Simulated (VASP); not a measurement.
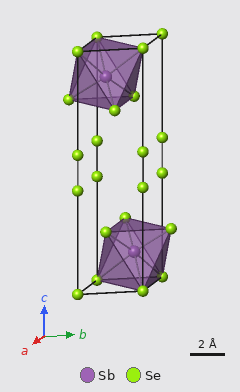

This is the input geometry for a relaxation of crystalline Sb₂Se₅ (a generated structure, set up in P-3m1). A polyhedral model of the cell of the calculation, seen slightly off an axis.

The run lets cell and atoms move.

Computed with VASP 6.6.1, Kohn-Sham DFT of a periodic cell, PBE, VASP PAW PBE potentials, recommended.

Input
```
SYSTEM = Sb2Se5
PREC = Accurate
ENCUT = 520
EDIFF = 1E-6
ISMEAR = 0
SIGMA = 0.1
LREAL = .FALSE.
LASPH = .TRUE.
NELM = 120
ALGO = Normal
ISIF = 3
LWAVE = .FALSE.
LCHARG = .FALSE.
GGA = PE
IBRION = 2
NSW = 90
EDIFFG = -0.01
KPAR = 4
```

Command:
```bash
cat potpaw_PBE.64/Sb/POTCAR potpaw_PBE.64/Se/POTCAR > POTCAR
mpirun -np 4 vasp_std > vasp.out
```

The structure:
```
Sb Se
1.0
     4.02785    0.00000    0.00000
    -2.01392    3.48822    0.00000
     0.00000    0.00000   14.97500
Sb Se
2 5
Cartesian
  2.0139 1.1627 13.0650
  0.0000 2.3255 1.9100
  0.0000 0.0000 6.3890
  0.0000 0.0000 8.5860
  0.0000 2.3255 11.4970
  2.0139 1.1627 3.4780
  0.0000 0.0000 0.0000
```

Q: Where does the relaxation end?

A: The largest moves relative to the cell, 0.12 Å, are those of Se atoms. By element the largest moves are Se 0.12 Å, Sb 0.07 Å. Cell: a = b 4.028 → 3.974 Å (−1.3 %), c 14.975 → 15.744 Å (+5.1 %). Volume +2.4 %. Among the contacts that change: Sb–Se 3.009 → 3.000 Å, Sb–Se 2.805 → 2.798 Å, Se–Se 2.197 → 2.191 Å. The space group stays P-3m1 (No. 164). After 29 geometry steps the energy has fallen by 31.6 meV per cell of the calculation. Largest force component: 0.11 eV/Å at the start, 0.0099 eV/Å at the end. Pressure: −0.17 GPa at the start and 0.02 GPa at the end.

Step by step:

```tsv
step	E − E(0), meV/atom	largest force component, eV/Å	pressure, GPa	volume, Å³/atom
0	0.00	0.1074	-0.17	30.057
1	-1.59	0.1851	-0.15	29.919
2	-2.37	0.3389	-0.10	29.741
3	-2.79	0.1219	0.35	29.588
4	-2.87	0.0620	0.22	29.630
5	-3.10	0.0623	0.12	29.722
6	-3.25	0.0861	-0.04	29.872
7	-3.33	0.0521	-0.01	29.870
8	-3.35	0.0637	0.02	29.869
9	-3.42	0.0713	0.08	29.878
10	-3.47	0.0809	0.16	29.889
11	-3.50	0.0778	0.15	29.905
12	-3.61	0.0680	0.11	29.955
13	-3.79	0.0482	0.05	30.055
14	-4.03	0.0540	-0.09	30.255
15	-4.01	0.1893	-0.34	30.657
16	-4.10	0.1184	-0.22	30.447
17	-4.15	0.0989	-0.19	30.473
18	-4.25	0.0398	-0.13	30.554
19	-4.24	0.0858	0.01	30.715
20	-4.28	0.0488	-0.06	30.631
21	-4.32	0.0407	-0.04	30.631
22	-4.39	0.0305	0.02	30.631
23	-4.33	0.1061	0.15	30.630
24	-4.40	0.0503	0.05	30.631
25	-4.43	0.0414	0.05	30.652
26	-4.50	0.0150	0.03	30.715
27	-4.48	0.0411	0.00	30.840
28	-4.51	0.0108	0.01	30.771
29	-4.51	0.0099	0.02	30.767
```

The end point in the same view:

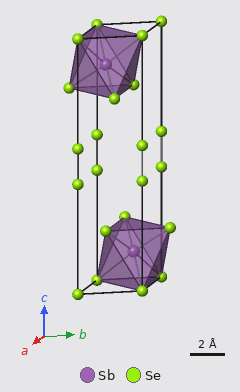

Limits of the set-up: layers or molecules are held without a dispersion correction, so their spacing is unreliable.
